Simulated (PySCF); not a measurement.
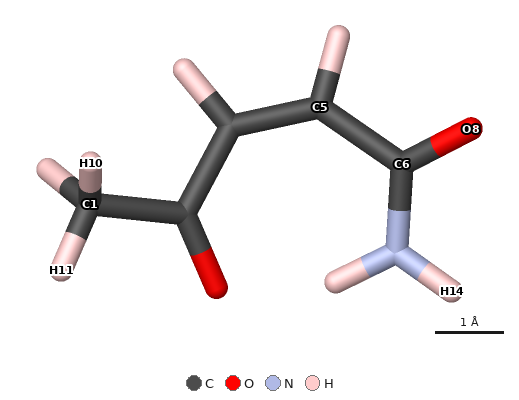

Fig. 1: The structure (stick view, seen at a tilt; atoms are numbered from 1 in the order of the input). Bond lengths as drawn: C–C 1.34 to 1.51 Å, C–H 1.08 to 1.09 Å, C–N 1.34 Å, C–O 1.21 to 1.22 Å and H–N 1.01 Å.

## C5H7NO2: excited-state calculation

C5H7NO2, computed with TDDFT PW91/aug-cc-pVDZ, vertical, gas phase, core orbitals frozen in the response (PySCF 2.14.0).

The geometry comes from this level: GFN2-xTB. It belongs to a series of runs on one base structure; here: PW91/aug-cc-pVDZ; 25 states; aux def2-universal-jkfit.

The program's output:
```
final grid: 127056 points
cycle   1  E = -399.5664287878  dE =  1.272e+00  |g| = 1.192e+00  |ddm| = 1.503e+01
cycle   2  E = -396.0716141297  dE =  3.495e+00  |g| = 3.542e+00  |ddm| = 9.259e+00
cycle   3  E = -399.6099607087  dE = -3.538e+00  |g| = 9.725e-01  |ddm| = 8.126e+00
cycle   4  E = -399.8386268018  dE = -2.287e-01  |g| = 2.855e-01  |ddm| = 2.184e+00
cycle   5  E = -399.8253110325  dE =  1.332e-02  |g| = 3.659e-01  |ddm| = 1.351e+00
cycle   6  E = -399.8576659221  dE = -3.235e-02  |g| = 3.709e-02  |ddm| = 7.982e-01
cycle   7  E = -399.8578490864  dE = -1.832e-04  |g| = 2.395e-02  |ddm| = 1.605e-01
cycle   8  E = -399.8579744039  dE = -1.253e-04  |g| = 8.001e-03  |ddm| = 5.566e-02
cycle   9  E = -399.8579897827  dE = -1.538e-05  |g| = 2.431e-03  |ddm| = 2.137e-02
cycle  10  E = -399.8579910693  dE = -1.287e-06  |g| = 9.659e-04  |ddm| = 6.474e-03
cycle  11  E = -399.8579912810  dE = -2.117e-07  |g| = 3.063e-04  |ddm| = 1.940e-03
cycle  12  E = -399.8579913033  dE = -2.231e-08  |g| = 6.901e-05  |ddm| = 6.947e-04
cycle  13  E = -399.8579913040  dE = -6.874e-10  |g| = 3.306e-05  |ddm| = 1.887e-04
cycle  14  E = -399.8579913041  dE = -1.737e-10  |g| = 2.023e-05  |ddm| = 1.409e-04
converged SCF energy = -399.8579913041

Static polarisability (au): isotropic 82.632, principal 54.335 81.072 112.488

Singlet excitations
state   eV       nm        f      main configurations
  1   2.5918    478.4   0.00592   H->L 0.99
  2   3.1675    391.4   0.00148   H-1->L 0.92
  3   3.3595    369.1   0.00356   H-2->L 0.91
  4   4.7570    260.6   0.00139   H->L+1 0.99
  5   5.0976    243.2   0.01500   H->L+2 0.85, H-3->L 0.13
  6   5.1999    238.4   0.21449   H-3->L 0.73, H->L+2 0.13
  7   5.3155    233.3   0.00531   H-1->L+1 0.68, H-2->L+1 0.26
  8   5.5142    224.8   0.01292   H-2->L+1 0.50, H-1->L+2 0.24, H-1->L+1 0.09
  9   5.6223    220.5   0.02213   H->L+3 0.48, H-1->L+2 0.48
 10   5.6980    217.6   0.03407   H->L+3 0.35, H-2->L+2 0.32, H-1->L+2 0.20
 11   5.7843    214.3   0.00074   H->L+4 0.99
 12   5.8716    211.2   0.03464   H-2->L+2 0.58, H-2->L+1 0.12
 13   6.1342    202.1   0.01005   H-1->L+3 0.98
 14   6.2066    199.8   0.00031   H->L+5 0.98
 15   6.2797    197.4   0.01222   H-1->L+4 0.96
 16   6.2929    197.0   0.00550   H-2->L+3 0.96
 17   6.3716    194.6   0.00087   H-5->L 0.80, H-6->L 0.17
 18   6.3931    193.9   0.00508   H-6->L 0.37, H-4->L 0.28, H-2->L+4 0.13
 19   6.4314    192.8   0.00645   H->L+6 0.96
 20   6.4506    192.2   0.00992   H-2->L+4 0.78, H-6->L 0.15
 21   6.5037    190.6   0.00388   H->L+7 0.90
 22   6.5488    189.3   0.00966   H-3->L+1 0.46, H-6->L 0.15, H-3->L+2 0.10
 23   6.6910    185.3   0.00189   H-3->L+2 0.27, H->L+8 0.23, H-4->L 0.22
 24   6.7020    185.0   0.01226   H->L+8 0.47, H-3->L+2 0.31, H-1->L+5 0.12
 25   6.7206    184.5   0.00088   H->L+9 0.98

Triplet excitations (Tamm-Dancoff, eV): 2.3583 2.7839
```

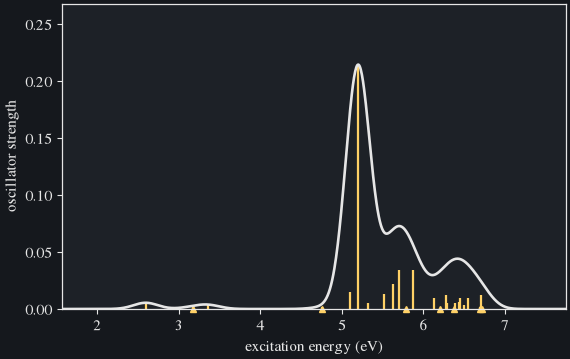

Fig. 2: Computed excitations as sticks (degenerate states added up, dark ones marked on the axis), with a Gaussian envelope of 0.35 eV full width at half maximum, scaled to the tallest. Of the 25 states the lowest lies at 2.59 eV (f = 0.006); the strongest line is at 5.20 eV, or 238 nm (f = 0.214).

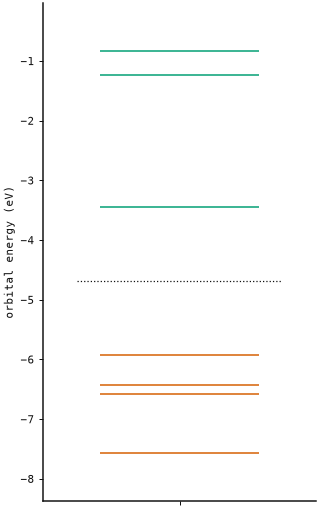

Fig. 3: Orbital energies near the frontier; the dotted line parts filled from empty levels, and levels within 0.02 eV of each other stand side by side. Highest filled −5.93 eV, lowest empty −3.45 eV, 2.48 eV apart.

This output came from the following input.

Input:
```
{"job": {"kind": "uv", "xc": "PW91", "basis": "aug-cc-pVDZ", "nstates": 25, "ntriplets": 2, "tda": false, "scf": {"aux": "def2-universal-jkfit"}}, "charge": 0, "multiplicity": 1}
C     -2.086569     0.356115     1.338537
C     -1.090422    -0.006662     0.269775
O     -1.255738    -0.966818    -0.455036
C      0.044758     0.932585     0.187964
C      1.277550     0.754461    -0.300213
C      1.976581    -0.450025    -0.848371
N      1.226560    -1.367844    -1.479534
O      3.186804    -0.527475    -0.743906
H     -2.556932     1.305100     1.085644
H     -1.582637     0.474950     2.295730
H     -2.850695    -0.412860     1.414150
H     -0.174657     1.896206     0.633739
H      1.974671     1.580338    -0.211530
H      1.691072    -2.196982    -1.814040
H      0.215241    -1.363100    -1.394819
```

The first line tells a small driver script what to run in PySCF; the rest is the geometry in Å.

Command:
```bash
OMP_NUM_THREADS=1 python <driver script> task.json out
```

Results in brief:

```tsv
quantity	value
outcome	converged
total energy	−399.857991 hartree
HOMO	−5.93 eV
LUMO	−3.45 eV
dipole moment	4.07 D
mean polarisability	82.63 a.u.
lowest singlet excitation	2.59 eV
hardware	1 CPU thread, shared host
wall time	81 s
peak memory	0.71 GiB
```

Notes:

Settings chosen away from the usual ones: PW91/aug-cc-pVDZ; 25 states; aux def2-universal-jkfit.
